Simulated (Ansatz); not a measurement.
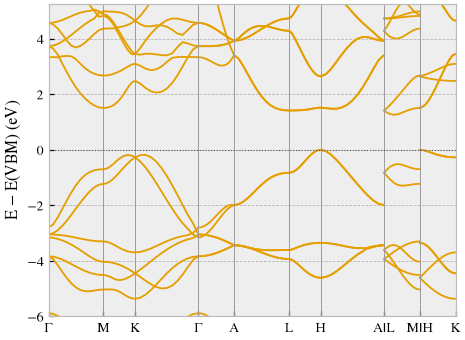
Figure: Band structure from plane-wave PAW PBE (Ansatz code)

The gap is 1.26 eV; an edge lies off the plotted path or next to a special point (maximum off the standard path, minimum on the L–M line, 28 % of the way from L).

The material is SnO (wurtzite, P6_3mc).

The cell is a constructed one: a structure type filled with these elements; neither database checked (COD, Materials Project) lists it. It is not the phase usual at ambient conditions (space group No. 129). Symmetry was held in the PBE relaxation; whether a distortion lowers the energy is not shown. Spin–orbit coupling is left out wherever it is not named.

Potentials: the later of the program's two PAW sets.
